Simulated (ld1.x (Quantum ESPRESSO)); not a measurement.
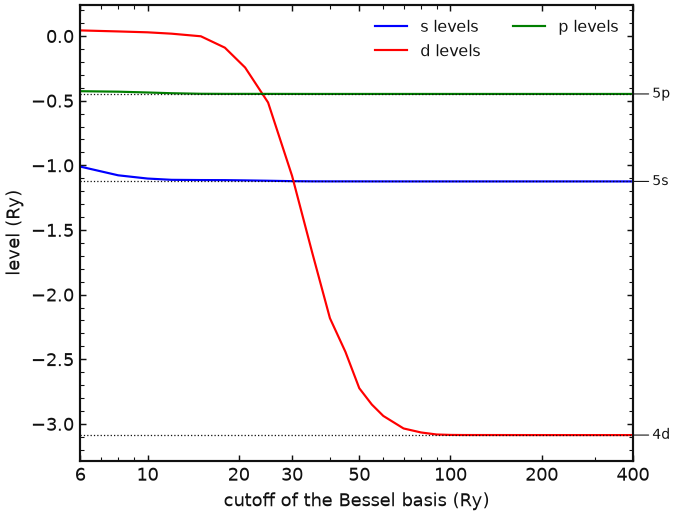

The pseudo-atom Hamiltonian at the reference potential is diagonalised in spherical Bessel functions (20 bohr box) up to the cutoff. Curves: the lowest levels of each channel that holds a bound state. Dotted lines: the all-electron valence levels.

Te (Z = 52), norm-conserving Troullier–Martins (Kleinman–Bylander form), made with ld1.x (Quantum ESPRESSO) 7.5 (PBE, scalar-relativistic). Core [Kr], reference 4d10 5s1.75 5p4.25. Waves: 5s (bound): rc 1.85 bohr; 4d (bound): rc 1.30 bohr; 5p (bound): rc 2.15 bohr. Local part: the p channel. Core correction: Bessel-smoothed model core inside 1.15 bohr.

> Check the spectrum for spurious states.

No ghost state below the valence levels in the s, d, p, f channels. The curves of the valence states settle on the dotted lines.

> Read the all-electron valence levels.

5s: -1.12 Ry; 4d: -3.1 Ry; 5p: -0.45 Ry.

> Which level is furthest from its value at the highest cutoff when the cutoff is lowest, 6 Ry?

4d, by 3.13 Ry, against 0.11 Ry for 5s.
